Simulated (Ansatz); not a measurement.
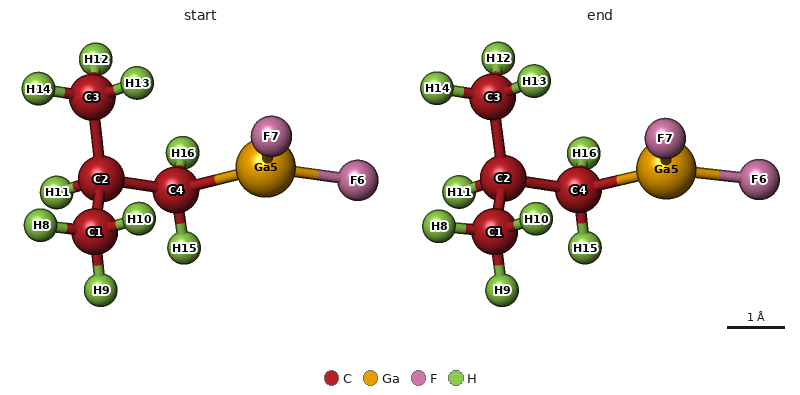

The structure of C$_{4}$H$_{9}$F$_{2}$Ga before (left) and after (right) a relaxation, at one scale.

Style: ball-and-stick. Shown from a free direction.

The start comes from GFN2-xTB.

Level of theory: RKS PBE0-D4/def2-TZVP (Ansatz).

Input
```yaml
crystal:
  periodic: [false, false, false]
  atoms:
    - {symbol: C, position_ang: [-0.359910, -1.352590, -0.808750]}
    - {symbol: C, position_ang: [0.341690, -0.731510, 0.393730]}
    - {symbol: C, position_ang: [1.624060, -0.028060, -0.036450]}
    - {symbol: C, position_ang: [-0.580890, 0.235030, 1.109520]}
    - {symbol: Ga, position_ang: [-1.163120, 1.785500, -0.119020]}
    - {symbol: F, position_ang: [-2.288970, 2.991630, 0.511470]}
    - {symbol: F, position_ang: [-0.764370, 2.203930, -1.790590]}
    - {symbol: H, position_ang: [0.286580, -2.070110, -1.308060]}
    - {symbol: H, position_ang: [-1.272740, -1.862430, -0.504090]}
    - {symbol: H, position_ang: [-0.619110, -0.564990, -1.523100]}
    - {symbol: H, position_ang: [0.595880, -1.528290, 1.106310]}
    - {symbol: H, position_ang: [2.139620, 0.397900, 0.822820]}
    - {symbol: H, position_ang: [1.378340, 0.778280, -0.734000]}
    - {symbol: H, position_ang: [2.297630, -0.720780, -0.534850]}
    - {symbol: H, position_ang: [-1.507250, -0.236710, 1.441020]}
    - {symbol: H, position_ang: [-0.107430, 0.703200, 1.974040]}
basis:
  gaussian: {orbitals: def2-TZVP}
hamiltonian: {xc: pbe0, dispersion: d4}
relax: {f_tol: 0.005, max_steps: 150}
```

Run as
```bash
ansatz run in.yaml --threads 4 --pin off --events-out ev --progress --plain --max-ram 11315MiB
```

Question: What changed between the two?

Answer: F7 moves most after the best rigid fit: 0.16 Å. Largest moves by element: F 0.16 Å, Ga 0.11 Å, H 0.09 Å, C 0.05 Å. Near-neighbour distances that change, for instance: C4–Ga5 2.062 → 1.952 Å, Ga5–F6 1.766 → 1.750 Å, C2–C4 1.516 → 1.526 Å, C1–H8 1.087 → 1.092 Å. Bond angles that change, for instance: C4–Ga5–F7 132.6° → 126.3°, C4–Ga5–F6 118.7° → 123.9°, C2–C4–Ga5 111.7° → 114.3°. Over 9 accepted moves (11 points after the start) the energy falls by 11.2 kJ/mol. The largest force component goes from 0.85 to 0.0019 eV/Å. The line search rejected the trial steps at points 7, 10 of the run.
